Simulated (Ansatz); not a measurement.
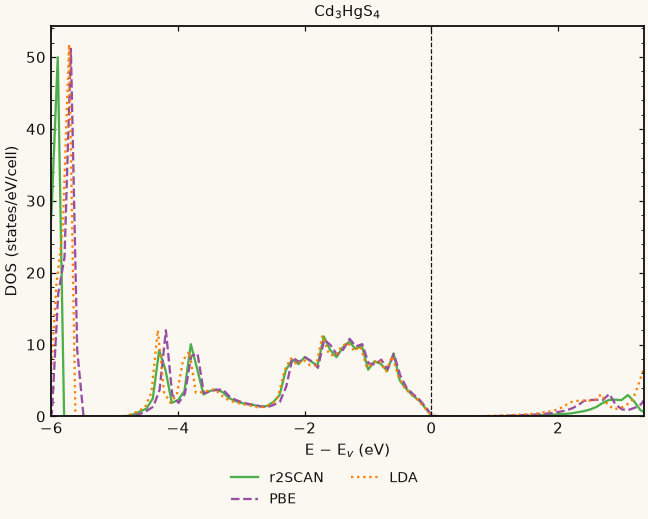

Total densities of states of Cd3HgS4, space group P-43m (No. 215), 8 atoms in the cell, by three methods on the same cell. Each is counted from its own valence-band top.

Q: How do the methods compare?

A: r2SCAN gives a gap of 1.00 eV, PBE gives a gap of 0.62 eV and LDA gives a gap of 0.36 eV.

Settings. r2SCAN: DFT r2SCAN, scalar-relativistic, plane waves, PAW, no spin polarisation, 6×6×6 k mesh, 500 eV cutoff, Gaussian smearing of 0.02 eV (Ansatz 0.2.0). PBE: DFT PBE, scalar-relativistic, plane waves, PAW, no spin polarisation, 6×6×6 k mesh, 420 eV cutoff, Gaussian smearing of 0.02 eV (Ansatz 0.2.0). LDA: DFT LDA, scalar-relativistic, plane waves, PAW, no spin polarisation, 6×6×6 k mesh, 420 eV cutoff, Gaussian smearing of 0.02 eV (Ansatz 0.2.0).

The structure is an invented one, so it need not be a known or stable phase. Spin-orbit coupling is left out, which matters for Hg.
